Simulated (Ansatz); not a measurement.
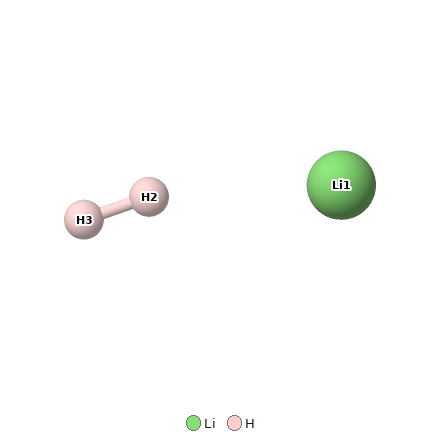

The system is Li⁺ + H₂; the picture shows the reference structure. 
- Coordinates scanned: (1) distance Li1–H2; (2) distance H2–H3.
- Nothing is relaxed (the angle Li1–H2–H3 is fixed at 160 degrees).
- Grid: 17 × 17 points.
- Points are written as (first, second).
- Energies: kJ/mol, counted from Li with charge +1 far from the relaxed HH (each part in its own basis).
- The reference is spin-restricted, so regions where a bond is pulled apart into radicals lie too high.
- Level of theory: Ansatz 0.2.0, RKS BHLYP-D4/aug-cc-pVTZ.

Its coordinates:

```xyz
3

Li   -2.0840    0.0000    0.0000
H     0.0000    0.0000    0.0000
H     0.6822    0.2483    0.0000
```

Range: distance Li1–H2 from 1.272 to 3.272 Å; distance H2–H3 from 0.592 to 2.592 Å.

> What will the energy surface look like?

The lowest grid point is at (2.084 Å, 0.726 Å), −11 kJ/mol from Li with charge +1 far from the relaxed HH (each part in its own basis). The highest grid point, (1.272 Å, 2.592 Å), lies 690 kJ/mol above the lowest.

```csv
"distance H2–H3 ↓, distance Li1–H2 →",1.272,1.406,1.602,1.831,2.084,2.358,2.648,2.953,3.272
2.592,679,635,604,593,594,602,612,621,628
2.273,622,579,548,537,536,543,552,560,566
1.968,547,505,474,462,461,466,473,480,485
1.678,452,410,380,368,366,370,376,381,386
1.404,337,297,268,256,253,256,261,265,269
1.151,214,175,147,136,133,135,139,143,145
0.922,104,68,42,33,30,31,34,37,39
0.726,56,22,−1,−10,−11,−9,−6,−4,−3
0.592,105,73,51,44,43,45,47,49,51
```

The table holds every second grid line.

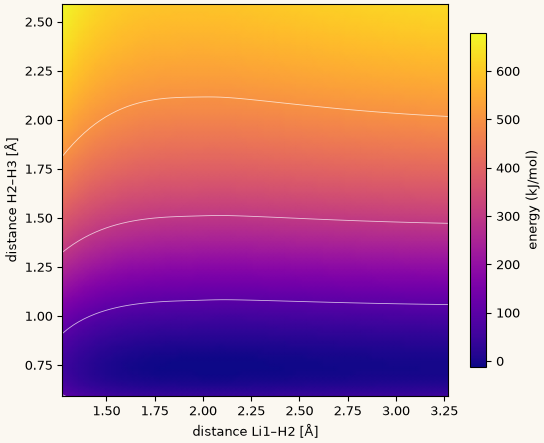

Drawn: a smooth colour map with a few white contour lines. Between grid points the surface is interpolated.

Each point was launched as `ansatz run input.yaml --threads 1 --pin off --max-ram 2560MiB --backend cpu --events-out ev --progress --plain --runs-dir out`. The whole map (289 points run) took 2.4 min on 1 thread of Intel(R) Xeon(R) 6975P-C (Granite Rapids), with other jobs on the host.
